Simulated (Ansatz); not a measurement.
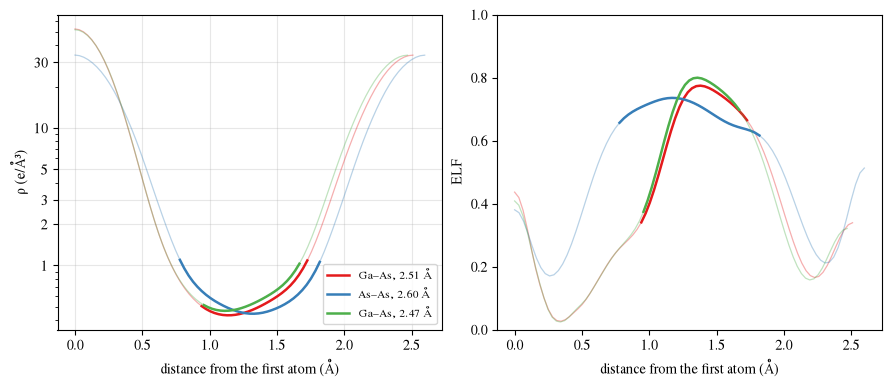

Ga2As3. Valence charge density (pseudo) and ELF along straight lines between neighbouring atoms. Thin, pale parts lie inside the atomic spheres.

Space group P3m1; a generated structure, not necessarily the stable one; computed pressure about −3 GPa in this cell.

Method: DFT r2SCAN, scalar-relativistic, plane waves, PAW in Ansatz 0.2.0.

Core electrons are frozen (PAW), and the valence fields are smoothed inside the atomic spheres.

**Compare the contacts.**

Ga–As (2.51 Å): ρ at the midpoint is about 0.45 e/Å³; the ELF peaks at about 0.75 between the atoms: localised, covalent bonding.
As–As (2.60 Å): ρ at the midpoint is about 0.45 e/Å³; the ELF peaks at about 0.75 between the atoms.
Ga–As (2.47 Å): ρ is about 0.49 e/Å³ halfway; the ELF peaks at about 0.80 between the atoms: localised, covalent bonding.
